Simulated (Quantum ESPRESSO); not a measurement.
# Al: work function by face, part 3 of 6

Aim: the work function of the low-index faces of Al, their order, and how far the functional matters.

Quantum ESPRESSO 7.5; plane-wave DFT, PBE, PseudoDojo norm-conserving pseudopotentials.

So far. Step 2 (Relaxation with pw.x of (111), PBE):  On the free atoms the largest force ends at 0.011 eV/Å. Step 6 (Potential by pp.x of (111)): On (111) the work function under LDA lies +0.16 eV from PBE's.

### Step 7. Relaxing the ions of (100), PBE

Level of this step: plane-wave DFT, PBE, GBRV ultrasoft pseudopotentials (Quantum ESPRESSO 7.5).

Contents of 100.relax.in:

```
&control
  prefix = '100.relax'
  outdir = './out'
  pseudo_dir = './pseudo'
  nstep = 40
  forc_conv_thr = 0.001
  calculation = 'relax'
/
&system
  ibrav = 0
  nat = 5
  ntyp = 1
  ecutwfc = 40
  ecutrho = 200
  occupations = 'smearing'
  smearing = 'mv'
  degauss = 0.02
/
&electrons
  conv_thr = 1e-07
  mixing_beta = 0.4
  electron_maxstep = 120
  mixing_mode = 'local-TF'
/
&ions
/
ATOMIC_SPECIES
  Al  26.9815  al_pbe_v1.uspp.F.UPF
CELL_PARAMETERS angstrom
  2.86378246380552 0.00000000000000 0.00000000000000
  0.00000000000000 2.86378246380552 0.00000000000000
  0.00000000000000 0.00000000000000 24.10000000000000
ATOMIC_POSITIONS crystal
  Al  0.000000000000 0.000000000000 0.331950207469
  Al  0.500000000000 0.500000000000 0.415975103734
  Al  0.000000000000 0.000000000000 0.500000000000 0 0 0
  Al  0.500000000000 0.500000000000 0.584024896266
  Al  0.000000000000 0.000000000000 0.668049792531
K_POINTS automatic
  10 10 1 0 0 0
```

Command:

```console
$ OMP_NUM_THREADS=1 mpirun -n 4 pw.x -nk 4 -in 100.relax.in > 100.relax.out
```

The program printed:

```text
[banner, memory and clock lines left out]
Program PWSCF v.7.5 starts
[citation notice left out]

[...]
Message from routine setup:
[...]
bravais-lattice index     =            0
     lattice parameter (alat)  =       5.4118  a.u.
     unit-cell volume          =    1333.8092 (a.u.)^3
     number of atoms/cell      =            5
     number of atomic types    =            1
     number of electrons       =        15.00
     number of Kohn-Sham states=           12
     kinetic-energy cutoff     =      40.0000  Ry
     charge density cutoff     =     200.0000  Ry
     scf convergence threshold =      1.0E-07
     mixing beta               =       0.4000
     number of iterations used =            8  local-TF  mixing
     energy convergence thresh.=      1.0E-04
     force convergence thresh. =      1.0E-03
     Exchange-correlation= SLA  PW   PBE  PBE
                           (   1   4   3   4   0   0   0)
     nstep                     =           40

[...]
PseudoPot. # 1 for Al read from file:
     ./pseudo/al_pbe_v1.uspp.F.UPF
     Pseudo is Ultrasoft + core correction, Zval =  3.0
     Generated by new atomic code, or converted to UPF format
     Using radial grid of  893 points,  3 beta functions with:
                l(1) =   0
                l(2) =   1
                l(3) =   2
     Q(r) pseudized with  8 coefficients,  rinner =    0.900   0.900   0.900
                                                       0.900   0.900

     atomic species   valence    mass     pseudopotential
     Al                3.00    26.98150     Al( 1.00)

     16 Sym. Ops., with inversion, found

[...]
number of k points=    21  Marzari-Vanderbilt smearing, width (Ry)=  0.0200
[...]
Dense  grid:    63653 G-vectors     FFT dimensions: (  25,  25, 216)

     Smooth grid:    45579 G-vectors     FFT dimensions: (  24,  24, 192)

     Initial potential from superposition of free atoms

     starting charge      14.9877, renormalised to      15.0000

     negative rho (up, down):  1.646E-04 0.000E+00
     Starting wfcs are   20 randomized atomic wfcs

     per-process dynamical memory:    44.7 Mb

     Self-consistent Calculation

     iteration #  1     ecut=    40.00 Ry     beta= 0.40
     Davidson diagonalization with overlap
     ethr =  1.00E-02,  avg # of iterations =  3.0

     negative rho (up, down):  3.821E-06 0.000E+00

     total energy              =     -33.48479265 Ry
     estimated scf accuracy    <       0.36279495 Ry

     iteration #  2     ecut=    40.00 Ry     beta= 0.40
[...]
total energy              =     -33.45687815 Ry
     estimated scf accuracy    <       0.18730127 Ry

     iteration #  3     ecut=    40.00 Ry     beta= 0.40
[...]
total energy              =     -33.46862123 Ry
     estimated scf accuracy    <       0.00961657 Ry

     iteration #  4     ecut=    40.00 Ry     beta= 0.40
[...]
negative rho (up, down):  2.928E-04 0.000E+00

[...]
total energy              =     -33.46722430 Ry
     estimated scf accuracy    <       0.00574279 Ry

     iteration #  5     ecut=    40.00 Ry     beta= 0.40
[...]
negative rho (up, down):  2.709E-04 0.000E+00

[...]
total energy              =     -33.46786382 Ry
     estimated scf accuracy    <       0.00761567 Ry

     iteration #  6     ecut=    40.00 Ry     beta= 0.40
[...]
negative rho (up, down):  4.235E-05 0.000E+00

[...]
total energy              =     -33.46681999 Ry
     estimated scf accuracy    <       0.00509697 Ry

[...]
iteration # 12     ecut=    40.00 Ry     beta= 0.40
[...]
negative rho (up, down):  1.792E-04 0.000E+00

[...]
total energy              =     -33.46732969 Ry
     estimated scf accuracy    <       0.00001053 Ry

     iteration # 13     ecut=    40.00 Ry     beta= 0.40
[...]
negative rho (up, down):  2.089E-04 0.000E+00

[...]
total energy              =     -33.46733103 Ry
     estimated scf accuracy    <       0.00000197 Ry

     iteration # 14     ecut=    40.00 Ry     beta= 0.40
[...]
negative rho (up, down):  2.073E-04 0.000E+00

[...]
total energy              =     -33.46733129 Ry
     estimated scf accuracy    <       0.00000039 Ry

     iteration # 15     ecut=    40.00 Ry     beta= 0.40
[...]
negative rho (up, down):  2.065E-04 0.000E+00

[...]
End of self-consistent calculation

          k = 0.0000 0.0000 0.0000 (  5779 PWs)   bands (ev):

   -10.0125  -9.0492  -7.5640  -5.5765  -3.1031  -1.2487   1.8621   3.9510
     4.7936   5.8228   5.8253   6.6031

          k = 0.0000 0.1000 0.0000 (  5737 PWs)   bands (ev):

    -9.8322  -8.8698  -7.3860  -5.4003  -2.9283  -1.0802   2.0232   3.8503
     4.1081   4.7385   4.9759   5.9991

[...]
the Fermi energy is     0.8987 ev

!    total energy              =     -33.46733131 Ry
     estimated scf accuracy    <       0.00000003 Ry
     smearing contrib. (-TS)   =      -0.00154219 Ry
     internal energy E=F+TS    =     -33.46578912 Ry

     The total energy is F=E-TS. E is the sum of the following terms:
     one-electron contribution =    -231.55400069 Ry
     hartree contribution      =     119.37282885 Ry
     xc contribution           =     -21.23440502 Ry
     ewald contribution        =      99.94978774 Ry

     convergence has been achieved in  15 iterations

     negative rho (up, down):  2.065E-04 0.000E+00

     Forces acting on atoms (cartesian axes, Ry/au):

     atom    1 type  1   force =     0.00000000    0.00000000   -0.00461107
     atom    2 type  1   force =     0.00000000    0.00000000   -0.00331595
     atom    3 type  1   force =     0.00000000    0.00000000    0.00000000
     atom    4 type  1   force =     0.00000000    0.00000000    0.00331595
     atom    5 type  1   force =     0.00000000    0.00000000    0.00461107

     Total force =     0.008032     Total SCF correction =     0.000202

     BFGS Geometry Optimization
     Energy error            =      6.5E-05 Ry
     Gradient error          =      4.6E-03 Ry/Bohr

     number of scf cycles    =   1
     number of bfgs steps    =   0

     energy             new  =     -33.4673313062 Ry

     new trust radius        =       0.0046110717 bohr
     new conv_thr            =       0.0000001000 Ry

ATOMIC_POSITIONS (crystal)
Al               0.0000000000        0.0000000000        0.3318489596
Al               0.5000000000        0.5000000000        0.4159022935
Al               0.0000000000        0.0000000000        0.5000000000    0   0   0
Al               0.5000000000        0.5000000000        0.5840977065
Al               0.0000000000        0.0000000000        0.6681510404

[...]
NEW-OLD atomic charge density approx. for the potential

     negative rho (up, down):  2.069E-04 0.000E+00

     per-process dynamical memory:    62.6 Mb

[...]
!    total energy              =     -33.46739507 Ry
[...]
Total force =     0.007840     Total SCF correction =     0.000311
[...]
number of bfgs steps    =   1
[...]
energy             new  =     -33.4673950657 Ry
[...]
WARNING: bfgs curvature condition failed, Theta= 0.820
     new trust radius        =       0.0050721789 bohr
[...]
!    total energy              =     -33.46746335 Ry
[...]
Total force =     0.007614     Total SCF correction =     0.000006
[...]
number of bfgs steps    =   2
[...]
energy             new  =     -33.4674633542 Ry
[...]
new trust radius        =       0.0076082683 bohr
[...]
!    total energy              =     -33.46756195 Ry
[...]
Total force =     0.007286     Total SCF correction =     0.000032
[...]
number of bfgs steps    =   3
[...]
energy             new  =     -33.4675619468 Ry
[...]
new trust radius        =       0.0114124025 bohr
[...]
!    total energy              =     -33.46770150 Ry
[...]
Total force =     0.006794     Total SCF correction =     0.000010
[...]
number of bfgs steps    =   4
[...]
energy             new  =     -33.4677014989 Ry
[...]
new trust radius        =       0.0171186038 bohr
[...]
!    total energy              =     -33.46789240 Ry
[...]
Total force =     0.006066     Total SCF correction =     0.000011
[...]
number of bfgs steps    =   5
[...]
energy             new  =     -33.4678924032 Ry
[...]
new trust radius        =       0.0256779056 bohr
[...]
!    total energy              =     -33.46813831 Ry
[...]
Total force =     0.004993     Total SCF correction =     0.000045
[...]
number of bfgs steps    =   6
[...]
energy             new  =     -33.4681383093 Ry
[...]
new trust radius        =       0.0385168584 bohr
[...]
!    total energy              =     -33.46841743 Ry
[...]
Total force =     0.003398     Total SCF correction =     0.000017
[...]
number of bfgs steps    =   7
[...]
energy             new  =     -33.4684174346 Ry
[...]
new trust radius        =       0.0577752877 bohr
[...]
!    total energy              =     -33.46863482 Ry
[...]
Total force =     0.001052     Total SCF correction =     0.000013
[...]
number of bfgs steps    =   8
[...]
energy             new  =     -33.4686348195 Ry
[...]
new trust radius        =       0.0230798689 bohr
[...]
Self-consistent Calculation

     iteration #  1     ecut=    40.00 Ry     beta= 0.40
     Davidson diagonalization with overlap
     ethr =  1.00E-06,  avg # of iterations =  4.5

     negative rho (up, down):  1.874E-04 0.000E+00

     total energy              =     -33.46865506 Ry
     estimated scf accuracy    <       0.00013869 Ry

[...]
iteration #  9     ecut=    40.00 Ry     beta= 0.40
[...]
negative rho (up, down):  1.847E-04 0.000E+00

[...]
End of self-consistent calculation

          k = 0.0000 0.0000 0.0000 (  5779 PWs)   bands (ev):

    -9.7992  -8.9292  -7.4982  -5.5632  -3.1951  -1.3325   1.6450   3.8254
     4.7586   5.7611   5.7943   6.8348

          k = 0.0000 0.1000 0.0000 (  5737 PWs)   bands (ev):

    -9.6189  -8.7498  -7.3201  -5.3867  -3.0199  -1.1635   1.8107   3.9879
     4.0651   4.8607   4.9401   5.9714

[...]
the Fermi energy is     0.9510 ev

!    total energy              =     -33.46865352 Ry
     estimated scf accuracy    <          3.4E-10 Ry
     smearing contrib. (-TS)   =      -0.00145213 Ry
     internal energy E=F+TS    =     -33.46720139 Ry

     The total energy is F=E-TS. E is the sum of the following terms:
     one-electron contribution =    -222.64801645 Ry
     hartree contribution      =     114.93502539 Ry
     xc contribution           =     -21.18353966 Ry
     ewald contribution        =      95.42932933 Ry

     convergence has been achieved in   9 iterations

     negative rho (up, down):  1.847E-04 0.000E+00

     Forces acting on atoms (cartesian axes, Ry/au):

     atom    1 type  1   force =     0.00000000    0.00000000   -0.00016379
     atom    2 type  1   force =     0.00000000    0.00000000    0.00026967
     atom    3 type  1   force =     0.00000000    0.00000000    0.00000000
     atom    4 type  1   force =     0.00000000    0.00000000   -0.00026967
     atom    5 type  1   force =     0.00000000    0.00000000    0.00016379

     Total force =     0.000446     Total SCF correction =     0.000030
     Energy error            =      1.9E-05 Ry
     Gradient error          =      2.7E-04 Ry/Bohr

     bfgs converged in  10 scf cycles and   9 bfgs steps
     (criteria: energy <  1.0E-04 Ry, force <  1.0E-03 Ry/Bohr)

     End of BFGS Geometry Optimization

     Final energy             =     -33.4686535180 Ry

     File ./out/100.relax.bfgs deleted, as requested
Begin final coordinates

ATOMIC_POSITIONS (crystal)
Al               0.0000000000        0.0000000000        0.3277591142
Al               0.5000000000        0.5000000000        0.4130314944
Al               0.0000000000        0.0000000000        0.5000000000    0   0   0
Al               0.5000000000        0.5000000000        0.5869685056
Al               0.0000000000        0.0000000000        0.6722408858
End final coordinates

[...]
```

Run time: 76 s. Hardware: 4 MPI ranks of Intel Xeon Platinum 8488C (Sapphire Rapids), shared host; peak memory 0.41 GiB.

The steps of the relaxation:

```tsv
step	energy less that of the first step (eV)	largest force (eV/Å)
1	0.0000	0.1186
2	-0.0009	0.1157
3	-0.0018	0.1126
4	-0.0031	0.1080
5	-0.0050	0.1010
6	-0.0076	0.0907
7	-0.0110	0.0755
8	-0.0148	0.0529
9	-0.0177	0.0188
10	-0.0180	0.0069
```

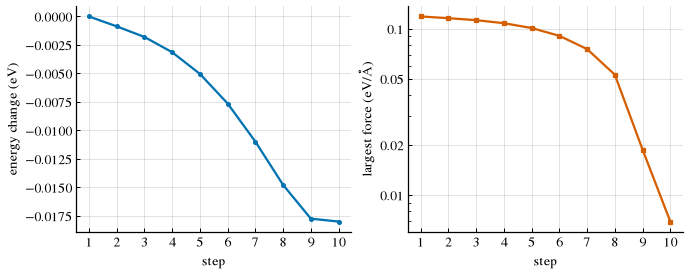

Energy and largest force along the relaxation.

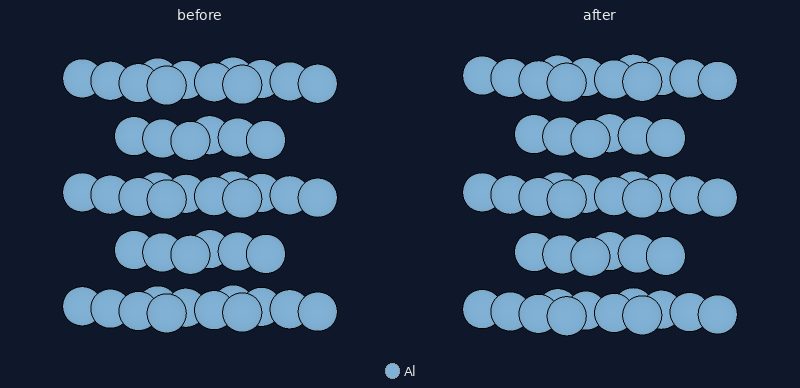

Before and after, at one scale.

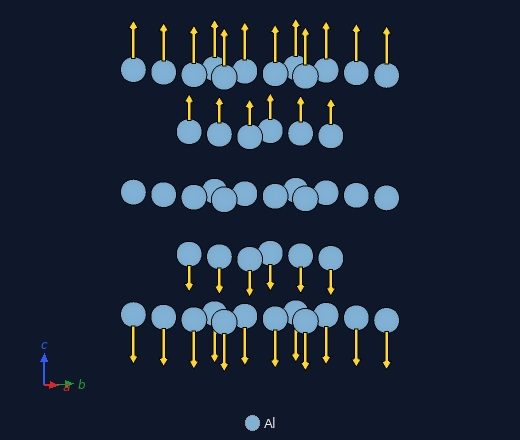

Displacements in the relaxation, exaggerated; the longest in the cell stands for 0.10 Å. 3×2×1 cells are drawn. Some periodic images of atoms are drawn too.

The atoms that moved most (Å):

```tsv
atom	dx	dy	dz	length
Al1	0.000	0.000	-0.101	0.101
Al5	0.000	0.000	0.101	0.101
Al4	0.000	0.000	0.071	0.071
Al2	0.000	0.000	-0.071	0.071
```

The relaxation lowers the energy by 4 meV an atom. On the free atoms the largest force ends at 0.007 eV/Å.

This step gave:

- free energy: -455.3642 eV
- Fermi energy: 0.951 eV

### Step 8. SCF with pw.x of (100), PBE

Level of this step: plane-wave DFT, PBE, PseudoDojo norm-conserving pseudopotentials (Quantum ESPRESSO 7.5).

Contents of 100.pbe.in:

```
&control
  prefix = '100.pbe'
  outdir = './out'
  pseudo_dir = './pseudo'
  calculation = 'scf'
  tprnfor = .true.
/
&system
  ibrav = 0
  nat = 5
  ntyp = 1
  ecutwfc = 32
  ecutrho = 128
  occupations = 'smearing'
  smearing = 'mv'
  degauss = 0.02
/
&electrons
  conv_thr = 1e-07
  mixing_beta = 0.4
  electron_maxstep = 120
  mixing_mode = 'local-TF'
/
ATOMIC_SPECIES
  Al  26.9815  Al.dojo-sr-pbe-0.4.1-standard.upf
CELL_PARAMETERS angstrom
  2.86378246380552 0.00000000000000 0.00000000000000
  0.00000000000000 2.86378246380552 0.00000000000000
  0.00000000000000 0.00000000000000 24.10000000000000
ATOMIC_POSITIONS crystal
  Al  0.000000000000 0.000000000000 0.327759114200
  Al  0.500000000000 0.500000000000 0.413031494400
  Al  0.000000000000 0.000000000000 0.500000000000
  Al  0.500000000000 0.500000000000 0.586968505600
  Al  0.000000000000 0.000000000000 0.672240885800
K_POINTS automatic
  10 10 1 0 0 0
```

Command:

```console
$ OMP_NUM_THREADS=1 mpirun -n 4 pw.x -nk 4 -in 100.pbe.in > 100.pbe.out
```

The program printed:

```text
[banner, memory and clock lines left out]
Program PWSCF v.7.5 starts
[citation notice left out]

[...]
Message from routine setup:
[...]
bravais-lattice index     =            0
     lattice parameter (alat)  =       5.4118  a.u.
     unit-cell volume          =    1333.8092 (a.u.)^3
     number of atoms/cell      =            5
     number of atomic types    =            1
     number of electrons       =        15.00
     number of Kohn-Sham states=           12
     kinetic-energy cutoff     =      32.0000  Ry
     charge density cutoff     =     128.0000  Ry
     scf convergence threshold =      1.0E-07
     mixing beta               =       0.4000
     number of iterations used =            8  local-TF  mixing
     Exchange-correlation= PBE
                           (   1   4   3   4   0   0   0)

[...]
PseudoPot. # 1 for Al read from file:
     ./pseudo/Al.dojo-sr-pbe-0.4.1-standard.upf
     Pseudo is Norm-conserving + core correction, Zval =  3.0
     Generated using ONCVPSP code by D. R. Hamann
     Using radial grid of 1876 points,  6 beta functions with:
                l(1) =   0
                l(2) =   0
                l(3) =   1
                l(4) =   1
                l(5) =   2
                l(6) =   2

     atomic species   valence    mass     pseudopotential
     Al                3.00    26.98150     Al( 1.00)

     16 Sym. Ops., with inversion, found

[...]
number of k points=    21  Marzari-Vanderbilt smearing, width (Ry)=  0.0200
[...]
Dense  grid:    32657 G-vectors     FFT dimensions: (  20,  20, 180)

     Initial potential from superposition of free atoms

     starting charge      14.9878, renormalised to      15.0000

     negative rho (up, down):  2.604E-05 0.000E+00
     Starting wfcs are   20 randomized atomic wfcs

     per-process dynamical memory:    27.6 Mb

     Self-consistent Calculation

     iteration #  1     ecut=    32.00 Ry     beta= 0.40
     Davidson diagonalization with overlap
     ethr =  1.00E-02,  avg # of iterations =  3.2

     total energy              =     -23.11389932 Ry
     estimated scf accuracy    <       0.26653234 Ry

     iteration #  2     ecut=    32.00 Ry     beta= 0.40
[...]
total energy              =     -23.08657564 Ry
     estimated scf accuracy    <       0.16825322 Ry

     iteration #  3     ecut=    32.00 Ry     beta= 0.40
[...]
total energy              =     -23.10388716 Ry
     estimated scf accuracy    <       0.01394570 Ry

     iteration #  4     ecut=    32.00 Ry     beta= 0.40
[...]
total energy              =     -23.10369238 Ry
     estimated scf accuracy    <       0.00951069 Ry

     iteration #  5     ecut=    32.00 Ry     beta= 0.40
[...]
total energy              =     -23.10407984 Ry
     estimated scf accuracy    <       0.00554085 Ry

     iteration #  6     ecut=    32.00 Ry     beta= 0.40
[...]
total energy              =     -23.10336817 Ry
     estimated scf accuracy    <       0.00324617 Ry

[...]
iteration # 11     ecut=    32.00 Ry     beta= 0.40
[...]
negative rho (up, down):  7.840E-05 0.000E+00

[...]
total energy              =     -23.10365296 Ry
     estimated scf accuracy    <       0.00000497 Ry

     iteration # 12     ecut=    32.00 Ry     beta= 0.40
[...]
negative rho (up, down):  1.270E-05 0.000E+00

[...]
total energy              =     -23.10365373 Ry
     estimated scf accuracy    <       0.00000032 Ry

     iteration # 13     ecut=    32.00 Ry     beta= 0.40
[...]
negative rho (up, down):  1.003E-05 0.000E+00

[...]
total energy              =     -23.10365385 Ry
     estimated scf accuracy    <       0.00000010 Ry

     iteration # 14     ecut=    32.00 Ry     beta= 0.40
[...]
End of self-consistent calculation

          k = 0.0000 0.0000 0.0000 (  4039 PWs)   bands (ev):

    -9.7613  -8.8933  -7.4671  -5.5395  -3.1834  -1.3130   1.6513   3.8332
     4.7823   5.7763   5.8366   6.8856

          k = 0.0000 0.1000 0.0000 (  4027 PWs)   bands (ev):

    -9.5812  -8.7142  -7.2894  -5.3635  -3.0080  -1.1452   1.8170   3.9948
     4.0772   4.8741   4.9641   6.0122

[...]
the Fermi energy is     0.9622 ev

!    total energy              =     -23.10365394 Ry
     estimated scf accuracy    <          9.1E-10 Ry
     smearing contrib. (-TS)   =      -0.00145153 Ry
     internal energy E=F+TS    =     -23.10220241 Ry

     The total energy is F=E-TS. E is the sum of the following terms:
     one-electron contribution =    -222.89637727 Ry
     hartree contribution      =     114.91435204 Ry
     xc contribution           =     -10.54950653 Ry
     ewald contribution        =      95.42932935 Ry

     convergence has been achieved in  14 iterations

     Forces acting on atoms (cartesian axes, Ry/au):

     atom    1 type  1   force =     0.00000000    0.00000000    0.00005526
     atom    2 type  1   force =     0.00000000    0.00000000    0.00036370
     atom    3 type  1   force =     0.00000000    0.00000000    0.00000000
     atom    4 type  1   force =     0.00000000    0.00000000   -0.00036370
     atom    5 type  1   force =     0.00000000    0.00000000   -0.00005526

     Total force =     0.000520     Total SCF correction =     0.000032

[...]
```

Run time: 9.5 s. Hardware: 4 MPI ranks; peak memory 0.29 GiB; 37 s of CPU time.

This step gave:

```
free energy  : -314.3412 eV
Fermi energy : 0.9622 eV
```

(Part 3 of 6 ends here.)

[Logs are printed without paths, hosts, clocks, repeated set-up lines and the standing remarks that a program may print on its own settings, such as how far it seeks lower states.]

[Hosts, paths, dates, database ids (printed as entryN), source tags and the programs' standing remarks are cut or masked in the printed files.]

[Maps of the electrostatic potential energy from Ansatz leave out the sawtooth potential of an applied field or a dipole correction, so their vacuum need not be flat; planar profiles and work functions include it.]
